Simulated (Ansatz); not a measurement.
**Frequency calculation of WH₂Cl₂F₄**

The run: frequency calculation of WH₂Cl₂F₄. Method and program: RKS PBE-D4/def2-SVP (Ansatz 0.2.0).

It belongs to a series of runs on one base structure; here: vibrations at the highest image of the band.

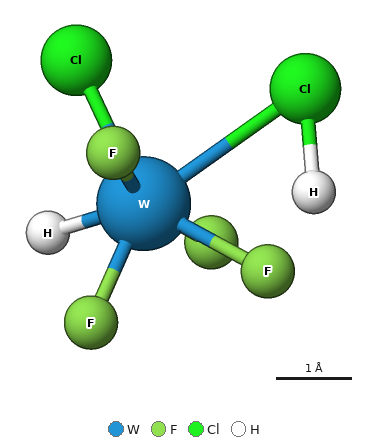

Fig. 1: The structure as given in the input (ball-and-stick view, seen at a tilt). Sticks mark near contacts. Bond lengths as drawn: Cl–H 1.49 Å, Cl–W 2.30 to 2.68 Å, F–W 1.87 to 2.09 Å and H–W 1.68 Å.

### Input file
```yaml
crystal:
  periodic: [false, false, false]
  atoms:
    - { symbol: W, position_ang: [0.163811, -0.198838, -0.005153] }
    - { symbol: F, position_ang: [0.677999, 0.502764, 1.897782] }
    - { symbol: F, position_ang: [1.962667, -0.035608, -0.484084] }
    - { symbol: F, position_ang: [0.09289, 1.657244, -0.234289] }
    - { symbol: F, position_ang: [-1.408449, -0.57984, 0.923582] }
    - { symbol: Cl, position_ang: [0.094367, -2.000884, -1.435709] }
    - { symbol: H, position_ang: [-0.975074, 0.094449, -1.206366] }
    - { symbol: Cl, position_ang: [1.045781, -2.071116, 1.704396] }
    - { symbol: H, position_ang: [0.979207, -0.668871, 2.207642] }
basis:
  gaussian: { orbitals: def2-SVP }
hamiltonian:
  xc: pbe
  dispersion: d4
phonons: {}
```

Command:
```bash
ansatz run input.yaml --threads 4 --pin off --max-ram 5120MiB --backend cpu --events-out ev --progress --plain --runs-dir out
```

### The program's output
```
Engine: ansatz 0.2.0, aarch64-unknown-linux-gnu
Functional definition: PBE
  parameter kappa = 0.804
  parameter beta = 0.06672455060314922
  exchange = pbe_x(kappa = kappa, mu = beta*pi^2/3)
  correlation = pbe_c(beta = beta)
1405 factors; their error is unknown
mean field evaluation 1: about -37732.4481 eV, gradient 7.0e1 eV
mean field evaluation 2: about -37561.3828 eV, gradient 3.1e2 eV
mean field evaluation 4: about -37739.2477 eV, gradient 3.4e1 eV
mean field evaluation 8: about -37741.2734 eV, gradient 8.6e-1 eV
mean field evaluation 16: about -37741.1889 eV, gradient 3.2e-3 eV
mean field -37741.18892061 eV, -1386.9631109359 hartree, gradient 2.2e-5 eV, S^2 0.000000; 0 other end points of the search recorded, 0 dependent functions left out
the calculation of the forces begins
reference -37741.18899153 eV, -1386.9631135419 hartree; 43, 43 occupied and 91, 91 virtual orbitals, 1405 factors
these checks for a lower state are left out or cut short: stability, starts, cluster_reference, orbital_swaps, neighbouring_geometries, increment
1405 factors; their error is unknown
mean field -37741.18872258 eV, -1386.9631036583 hartree, gradient 1.7e-6 eV, S^2 0.000000; 0 other end points of the search recorded, 0 dependent functions left out
[... from here on the field's lines of each further geometry are left out, up to the last ...]
the calculation of the forces begins
reference -37741.18896721 eV, -1386.9631126483 hartree; 43, 43 occupied and 91, 91 virtual orbitals, 1405 factors
these checks for a lower state are left out or cut short: stability, starts, cluster_reference, orbital_swaps, neighbouring_geometries, increment
1405 factors; their error is unknown
mean field -37741.18890540 eV, -1386.9631103767 hartree, gradient 2.2e-6 eV, S^2 0.000000; 0 other end points of the search recorded, 0 dependent functions left out
the calculation of the forces begins
reference -37741.18897631 eV, -1386.9631129827 hartree; 43, 43 occupied and 91, 91 virtual orbitals, 1405 factors
WARN: phonons: modes at or below zero, which the zero-point energy, F, S and C_V leave out: 1, the lowest at -291.08 cm⁻¹. A minimum has none, and a first-order saddle one
Total energy: -37741.47936212 eV, -1386.9737844644 hartree
Atom 0 at     0.163811    -0.198838    -0.005153 Å, force    -0.007039     0.012024     0.004263 eV/Å
Atom 1 at     0.677999     0.502764     1.897782 Å, force    -0.001682     0.011990     0.001236 eV/Å
Atom 2 at     1.962667    -0.035608    -0.484084 Å, force    -0.000593    -0.009221     0.006329 eV/Å
Atom 3 at     0.092890     1.657244    -0.234289 Å, force    -0.010748    -0.003956    -0.005900 eV/Å
Atom 4 at    -1.408449    -0.579840     0.923582 Å, force     0.011274    -0.000483    -0.001456 eV/Å
Atom 5 at     0.094367    -2.000884    -1.435709 Å, force     0.004758    -0.008962    -0.000617 eV/Å
Atom 6 at    -0.975074     0.094449    -1.206366 Å, force    -0.001918     0.015839    -0.002764 eV/Å
Atom 7 at     1.045781    -2.071116     1.704396 Å, force     0.002576    -0.003284     0.005212 eV/Å
Atom 8 at     0.979207    -0.668871     2.207642 Å, force     0.003371    -0.013947    -0.006302 eV/Å
Dipole moment:    -0.053214    -0.110342    -0.043596 e Å
Vibrations: -291.08 110.76 117.41 150.50 179.87 204.37 211.65 239.40 278.98 294.98 370.60 485.02 625.91 667.27 690.02 789.42 822.52 886.31 1066.44 1417.81 2082.77 cm⁻¹, zero-point energy 0.724812 eV
```

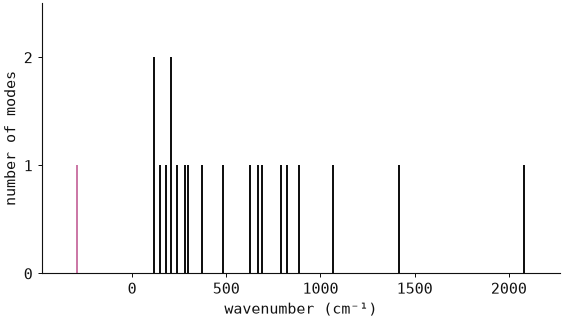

Fig. 2: Harmonic vibrational wavenumbers from the force constants; neighbouring modes closer than 11 cm⁻¹ are counted in one stick, and imaginary ones are drawn at negative wavenumbers. 21 modes from 291i to 2083 cm⁻¹, 1 imaginary beyond 8i (291i cm⁻¹): a first-order saddle point, if the geometry is stationary.

### Summary

| quantity | value |
| --- | --- |
| outcome | converged |
| total energy | −37741.4794 eV |
| mean-field energy | −37741.1890 eV |
| largest force (length of the vector) | 0.016 eV/Å |
| hardware | 4 threads of Arm Neoverse V1, 24 GiB of memory available, shared host |
| wall time | 78 s (CPU time 4.8 min) |
| peak memory | 0.2 GiB |
